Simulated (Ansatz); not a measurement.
# Two runs on CH₂BCl₂InO

System: CH₂BCl₂InO.
Method of run A: RKS PBE-D4/def2-TZVPP (Ansatz 0.2.0).

The geometry comes from this level: PBE0-D4/def2-TZVP. Text and figures count atoms from 1; the logs count them from 0 in places.

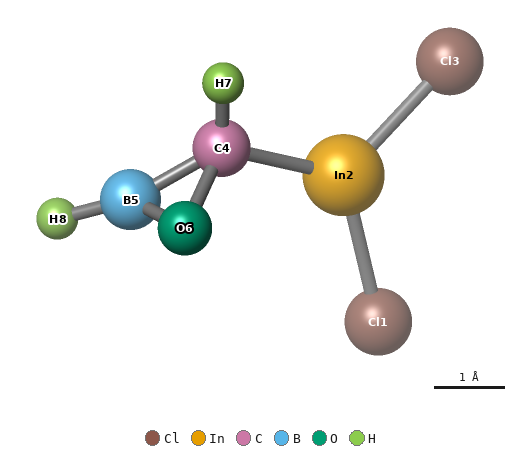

Fig. 1: The structure as given in the input (ball-and-stick view, seen at a tilt; atoms are numbered from 1 in the order of the input). Sticks mark near contacts.

**Input file, run A**
```yaml
crystal:
  periodic: [false, false, false]
  atoms:
    - {symbol: Cl, position_ang: [-0.837329, -2.903671, 0.751813]}
    - {symbol: In, position_ang: [0.716474, -1.200993, 0.521074]}
    - {symbol: Cl, position_ang: [2.909331, -1.893239, 0.810454]}
    - {symbol: C, position_ang: [0.164313, 0.786121, -0.000597]}
    - {symbol: B, position_ang: [-1.023957, 1.136476, -0.868839]}
    - {symbol: O, position_ang: [-1.209584, 1.228022, 0.442620]}
    - {symbol: H, position_ang: [0.922562, 1.539293, 0.204566]}
    - {symbol: H, position_ang: [-1.641810, 1.307991, -1.861092]}
basis:
  gaussian: {orbitals: def2-TZVPP}
hamiltonian: {xc: pbe, dispersion: d4}
output: {forces: true, orbitals: {seedname: orbitals}}
```

Hardware: 4 CPU threads, shared host.

**Output (run A)**
```
Functional definition: PBE
  parameter kappa = 0.804
  parameter beta = 0.06672455060314922
  exchange = pbe_x(kappa = kappa, mu = beta*pi^2/3)
  correlation = pbe_c(beta = beta)
1594 factors; their error is unknown
mean field evaluation 1: about -33991.6031 eV, gradient 6.7e1 eV
mean field evaluation 2: about -33917.8190 eV, gradient 1.7e2 eV
mean field evaluation 4: about -34001.0199 eV, gradient 2.2e1 eV
mean field evaluation 8: about -34001.8729 eV, gradient 1.9e-1 eV
mean field evaluation 16: about -34001.8441 eV, gradient 8.3e-3 eV
mean field -34001.84413791 eV, -1249.5447247904 hartree, gradient 2.2e-5 eV, S^2 0.000000; 0 other end points of the search recorded, 0 dependent functions left out
the calculation of the forces begins
reference -34001.84420023 eV, -1249.5447270809 hartree; 38, 38 occupied and 217, 217 virtual orbitals, 1594 factors
Total energy: -34002.06481723 eV, -1249.5528346059 hartree
Atom 0 at    -0.837329    -2.903671     0.751813 Å, force    -0.221803    -0.236494     0.033203 eV/Å
Atom 1 at     0.716474    -1.200993     0.521074 Å, force     0.013477     0.079372    -0.011909 eV/Å
Atom 2 at     2.909331    -1.893239     0.810454 Å, force     0.310192    -0.100472     0.038854 eV/Å
Atom 3 at     0.164313     0.786121    -0.000597 Å, force     0.330814    -0.052995    -0.155285 eV/Å
Atom 4 at    -1.023957     1.136476    -0.868839 Å, force     0.018030    -0.056651    -0.585628 eV/Å
Atom 5 at    -1.209584     1.228022     0.442620 Å, force    -0.556170     0.218291     0.719954 eV/Å
Atom 6 at     0.922562     1.539293     0.204566 Å, force     0.190212     0.123536     0.070944 eV/Å
Atom 7 at    -1.641810     1.307991    -1.861092 Å, force    -0.084753     0.025415    -0.110133 eV/Å
Dipole moment:    -0.063544     0.603667    -0.310219 e Å
```

The input of run B differs as follows (lines with − go, lines with + come):
```diff
-hamiltonian: {xc: pbe, dispersion: d4}
+hamiltonian: {xc: r2scan, dispersion: d4}
```

How does run B compare with run A?

The total energies belong to different models, so their difference says nothing on which is more stable or more accurate. The largest force goes from 0.936 to 0.540 eV/Å. The HOMO goes from −7.07 to −7.32 eV. The LUMO goes from −2.83 to −2.61 eV. The dipole moment goes from 3.27 to 3.40 D.

**Output (run B)**
```
Functional definition: r2SCAN
  parameter k0 = 0.174
  parameter k1 = 0.065
  parameter a1 = 4.9479
  exchange = r2scan_x(k0 = k0, k1 = k1, a1 = a1)
  correlation = r2scan_c
1594 factors; their error is unknown
mean field evaluation 1: about -34006.5634 eV, gradient 6.1e1 eV
mean field evaluation 2: about -33960.1060 eV, gradient 1.4e2 eV
mean field evaluation 4: about -34014.4045 eV, gradient 1.7e1 eV
mean field evaluation 8: about -34014.9079 eV, gradient 9.2e-2 eV
mean field evaluation 16: about -34014.8824 eV, gradient 1.2e-3 eV
mean field -34014.88238557 eV, -1250.0238715542 hartree, gradient 7.7e-5 eV, S^2 0.000000; 0 other end points of the search recorded, 0 dependent functions left out
the calculation of the forces begins
reference -34014.88240430 eV, -1250.0238722426 hartree; 38, 38 occupied and 217, 217 virtual orbitals, 1594 factors
Total energy: -34014.93660090 eV, -1250.0258639310 hartree
Atom 0 at    -0.837329    -2.903671     0.751813 Å, force    -0.065666    -0.068901     0.008408 eV/Å
Atom 1 at     0.716474    -1.200993     0.521074 Å, force    -0.000768     0.032421     0.003441 eV/Å
Atom 2 at     2.909331    -1.893239     0.810454 Å, force     0.089438    -0.032420     0.009252 eV/Å
Atom 3 at     0.164313     0.786121    -0.000597 Å, force     0.328304    -0.025560    -0.159533 eV/Å
Atom 4 at    -1.023957     1.136476    -0.868839 Å, force     0.013701    -0.038373    -0.283629 eV/Å
Atom 5 at    -1.209584     1.228022     0.442620 Å, force    -0.387152     0.139724     0.349283 eV/Å
Atom 6 at     0.922562     1.539293     0.204566 Å, force     0.007097    -0.005031     0.026564 eV/Å
Atom 7 at    -1.641810     1.307991    -1.861092 Å, force     0.015047    -0.001860     0.046214 eV/Å
Dipole moment:    -0.061695     0.622305    -0.332278 e Å
```

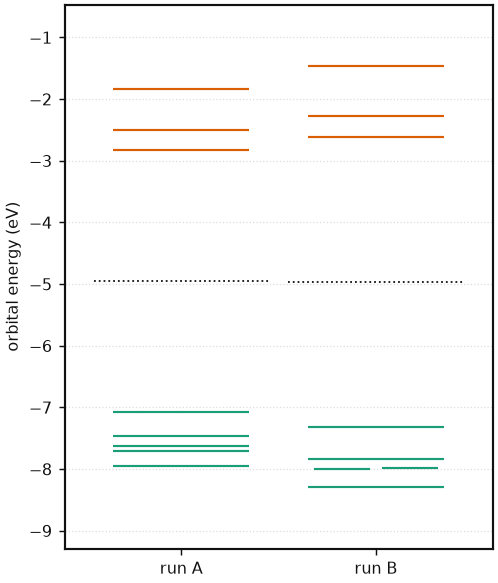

Fig. 2: The five highest filled and three lowest empty orbital energies of the two runs; the dotted lines part filled from empty levels. The HOMO–LUMO gap is 4.24 eV in run A and 4.71 eV in run B.

**The two runs side by side**

| quantity | run A | run B |
| --- | --- | --- |
| outcome | converged | converged |
| total energy (hartree) | −1249.552835 | −1250.025864 |
| HOMO (eV) | −7.07 | −7.32 |
| LUMO (eV) | −2.83 | −2.61 |
| dipole moment (D) | 3.27 | 3.40 |
| largest force (eV/Å) | 0.936 | 0.540 |
| basis functions | 255 | 255 |
| wall time (shared host) | 1.9 s | 2.9 s |
